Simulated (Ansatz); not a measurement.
Molecule: C₂H₇FSSi, SMILES C[Si@H](F)CS.

Kohn-Sham orbital energies near the frontier, B3LYP/def2-TZVPP with the Ansatz code 0.2.0, at a PBE0-D4/def2-TZVP geometry (no frequency check), isolated molecule; empty levels in grey, levels within 0.03 eV side by side.

Q: Where do the frontier orbitals lie?

A: HOMO at −6.61 eV, LUMO at 0.18 eV, 6.79 eV apart.

Q: List the levels.

A:
| orbital | energy (eV) |
| --- | --- |
| LUMO+3 | 1.44 |
| LUMO+2 | 0.86 |
| LUMO+1 | 0.28 |
| LUMO | 0.18 |
| HOMO | −6.61 |
| HOMO−1 | −8.68 |
| HOMO−2 | −8.96 |
| HOMO−3 | −10.12 |
| HOMO−4 | −10.90 |

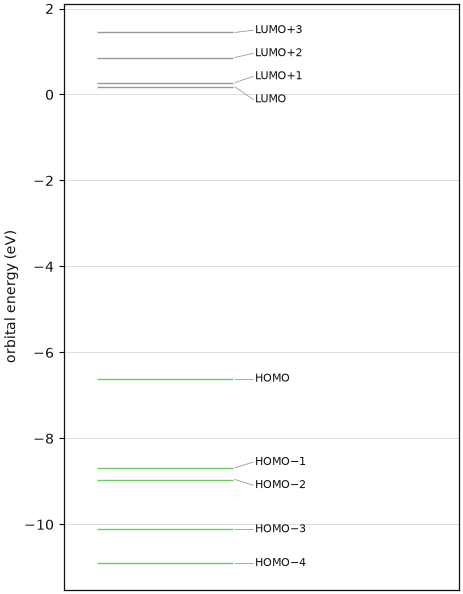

Note: one conformer of a flexible molecule; empty levels above zero depend strongly on the basis.
